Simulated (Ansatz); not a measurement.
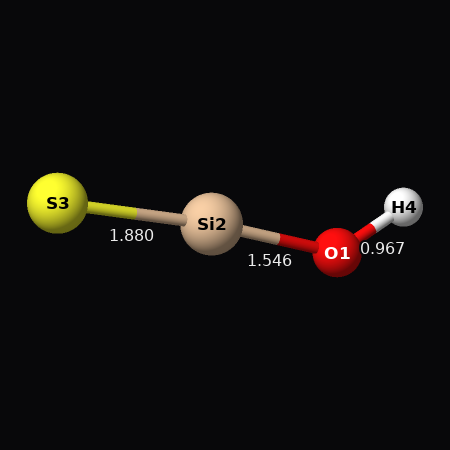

Bond lengths are marked in Å; every bond is drawn as one stick. The species has charge +1 and is a spin singlet. The geometry was computed by an optimisation with PBE0-D4/def2-TZVP. No frequency run is at hand to confirm it as a minimum.

Q: Which of the marked bonds are single, double, triple or aromatic?

A: O1–Si2 single; O1–H4 single; Si2–S3 double. This is one Lewis structure.

Q: Write the SMILES.

A: O[Si+]=S
